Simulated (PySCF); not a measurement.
**C3H7NS, charge +1, doublet, SMILES `CCC([NH2+])=S`: what the electrons do**

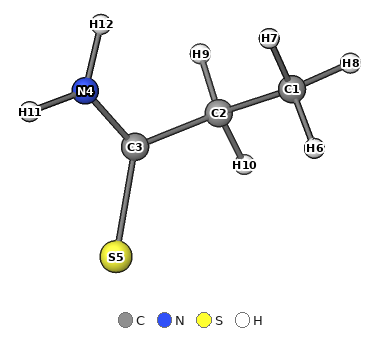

The molecule, with its atoms numbered as below. No frequency check shows the geometry to be a minimum.

Cartesian coordinates (Å):

```
C1       2.0644   -0.4642    0.4473
C2       0.9942   -0.4026   -0.6381
C3      -0.2198    0.3426   -0.1538
N4      -0.1575    1.6371    0.0421
S5      -1.5495   -0.6151    0.1162
H6       1.7238   -1.0303    1.3120
H7       2.3637    0.5263    0.7793
H8       2.9347   -0.9813    0.0475
H9       1.3768    0.1118   -1.5256
H10      0.7195   -1.4179   -0.9352
H11     -0.9473    2.1629    0.3934
H12      0.6894    2.1559   -0.1560
```

Part 1: Bonding charge

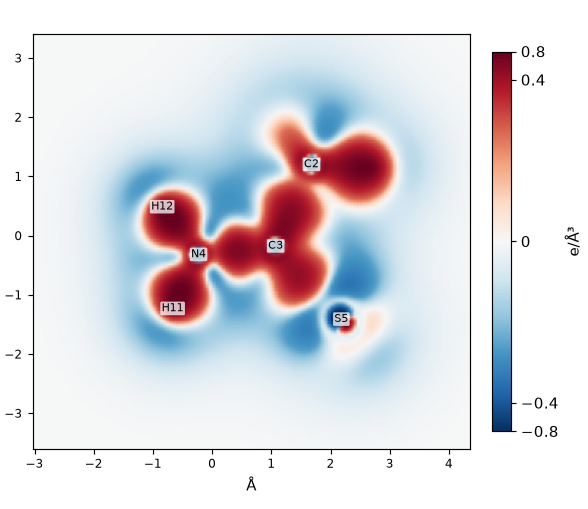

Deformation density (molecule less spherical, spin-averaged free atoms) in the plane of C2, C3, N4, S5, H11 and H12; colour scale in e/Å³, logarithmic beyond ±0.1; red: gain, blue: loss.

Computed with PySCF, ωB97X/aug-cc-pVDZ, geometry: GFN2-xTB. The stability of the open-shell solution wasn't checked. GFN2-xTB doesn't know the spin state, so this open-shell geometry is rough.

Q: Describe the bonding that the map shows.

A: N4–H11: +0.88 e/Å³ at the bond critical point (bond length 1.01 Å). N4–H12: +0.87 e/Å³ at the bond critical point (bond length 1.01 Å). C3–N4: +0.50 e/Å³ at the bond critical point (bond length 1.31 Å). C2–C3: +0.43 e/Å³ at the bond critical point (bond length 1.50 Å). C3–S5: +0.12 e/Å³ at the bond critical point (bond length 1.66 Å). In all, 2.6 electrons gather in the regions of gain relative to the promolecule of neutral atoms (the regions of loss give up this much and the cation's charge besides). A small or negative value marks a very polar bond, one between electron-rich atoms, whose free-atom densities already overlap strongly, a long bond to a heavier atom, or a closed-shell contact such as a hydrogen bond.

Q: Where do the Hirshfeld charges lie?

A: The highest Hirshfeld charge is on S5 (+0.32 e), the lowest on C1 (−0.11 e).

```
atom  charge (e)
  C1       −0.11
  C2       −0.06
  C3       +0.15
  N4       −0.07
  S5       +0.32
  H6       +0.07
  H7       +0.06
  H8       +0.08
  H9       +0.09
 H10       +0.08
 H11       +0.20
 H12       +0.20
```

Part 2: Bond critical points

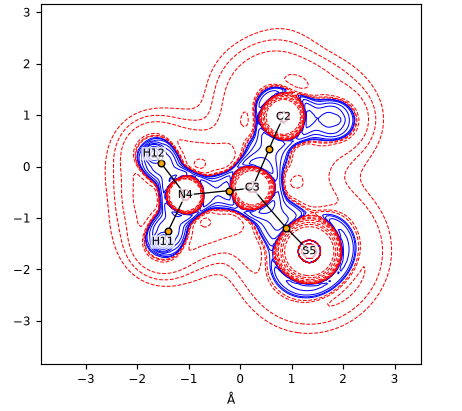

Negative Laplacian of the density (−∇²ρ) in the plane of C2, C3, N4, S5, H11 and H12 (solid blue lines positive, dashed red lines negative, contours at ±0.02 to ±8 a.u.), with bond paths and bond critical points (dots).

Q: At which bond critical points in this plane is charge locally concentrated, and at which depleted?

A: Concentrated (∇²ρ < 0): C3–N4 (−0.98 a.u.); N4–H11 (−1.62 a.u.); N4–H12 (−1.61 a.u.); C2–C3 (−0.56 a.u.); C3–S5 (−0.07 a.u.). At none is it depleted.

Q: Where along N4–H12 does the critical point lie?

A: 0.78 Å from N4 and 0.23 Å from H12.

Part 3: Electrostatic potential

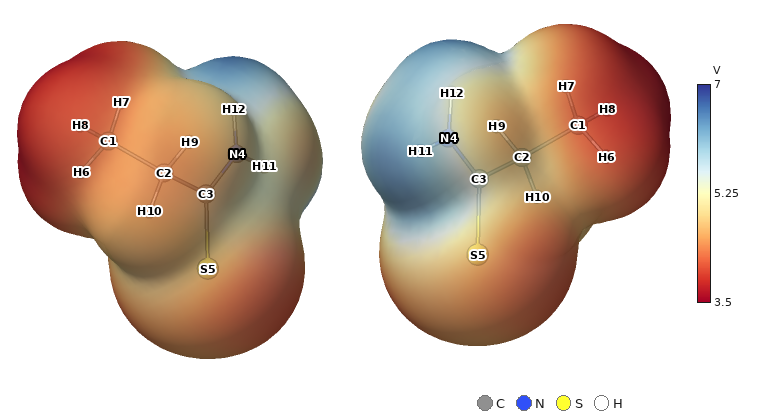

Electrostatic potential on the surface of electron density 0.001 a.u. (back view left, front view right).

Q: Where are the extremes of the potential on the surface?

A: Highest: 6.59 V, 1.1 Å from H12. Further maxima include 5.28 V, over C3, off the plane of its three bonds (1.9 Å); 5.02 V, 1.5 Å from H10. Lowest: 3.62 V, 1.5 Å from H8. Further minima include 4.40 V, 1.5 Å from H10; 4.66 V, over N4, off the plane of its three bonds (1.9 Å). The surface is sampled at points, so like sites can differ by a few per cent and only the strongest of them is named.

Q: What volume does the surface enclose?

A: About 117 Å³.

Part 4: Spin density

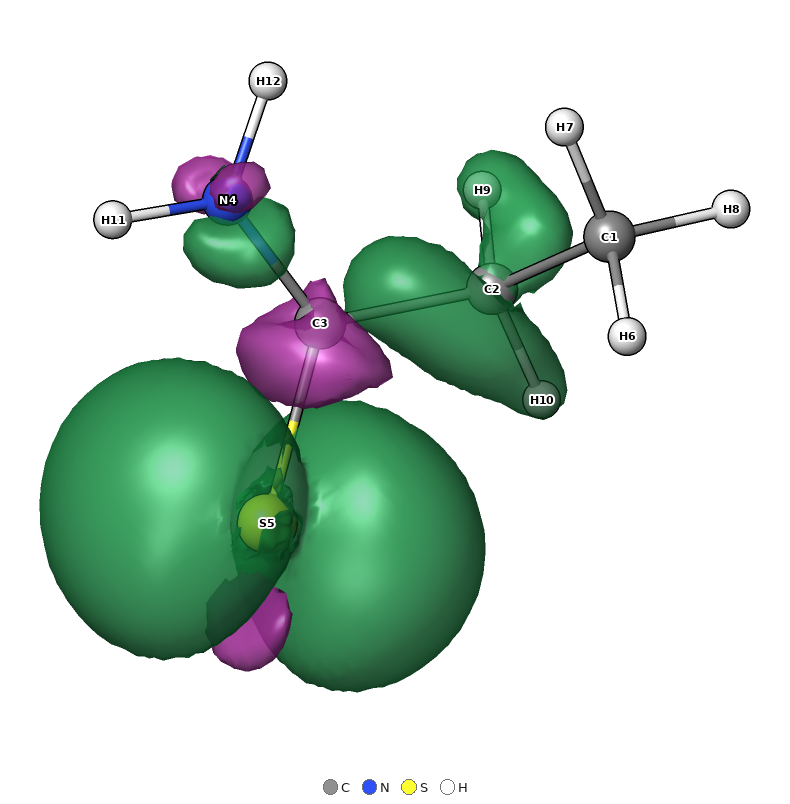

Spin density ρα − ρβ at ±0.01 e/Å³ (green: excess α, purple: excess β).

Q: Give the atomic spin populations that go with this picture.

A: Hirshfeld spin populations: S5 +0.89 and C2 +0.04. ⟨S²⟩ = 0.76, as for a pure state. The picture also shows regions of β spin from spin polarisation; the Hirshfeld sums, whose atoms overlap, net them against the α spin of neighbours.

Part 5: In an electric field

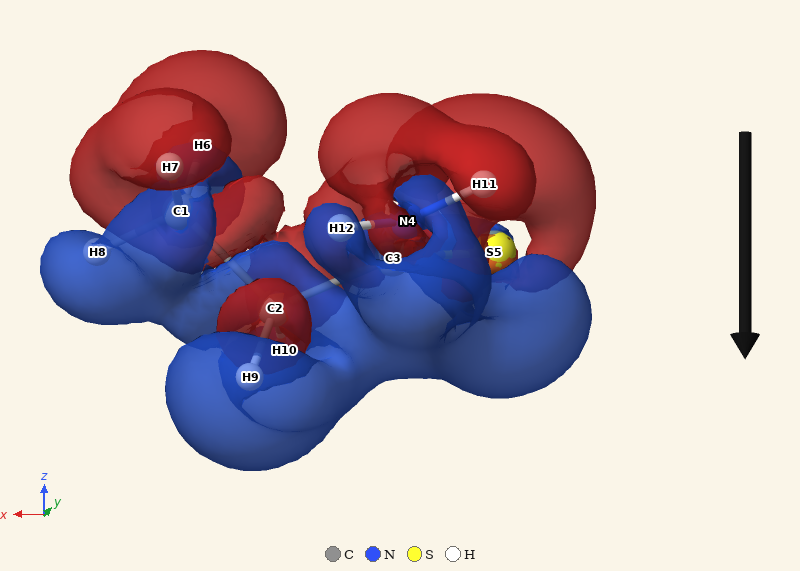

Change of the electron density in a uniform field of 0.51 V/Å along −z (arrow), surfaces at ±0.002 e/Å³ (red: gain, blue: loss).

Computed with PySCF, HF/6-31+G*, geometry: GFN2-xTB. The basis has diffuse s and p functions alone, which still leaves polarisabilities too small, most of all across bonds. The stability of the open-shell solution wasn't checked. GFN2-xTB doesn't know the spin state, so this open-shell geometry is rough.

The field was applied in both directions; the picture shows the one opposite to the script's first.

Q: What dipole is induced, and what polarisability does it imply?

A: The induced dipole is 0.99 D (along the field); α along this axis, from the fields in both directions, is 39 bohr³ (5.8 Å³).

Part 6: Removing or adding an electron

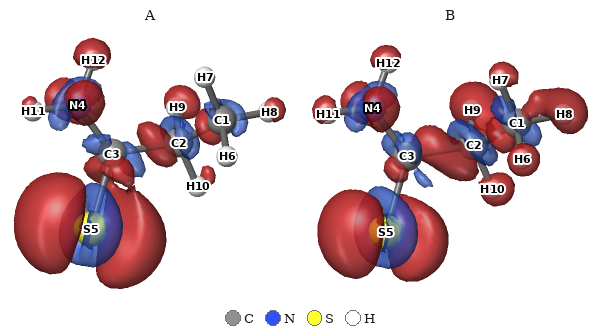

The two Fukui functions at ±0.03 e/Å³ (red positive, blue negative).

PySCF calculation, M06-2X/cc-pVDZ, gas phase; geometry: GFN2-xTB. GFN2-xTB doesn't know the spin state, so this open-shell geometry is rough.

Q: Which panel is f⁻ (electron removed) and which f⁺ (electron added)?

A: A is f⁺, B is f⁻. f⁻ (Hirshfeld-condensed) is largest on S5 (0.46); the vertical ionisation energy is 16.45 eV (to the singlet dication, which needn't be its lowest state). f⁺ (Hirshfeld-condensed) is largest on S5 (0.58); the vertical electron affinity is 7.93 eV (to the singlet neutral species, which needn't be its lowest state; rough: the basis has no diffuse functions).
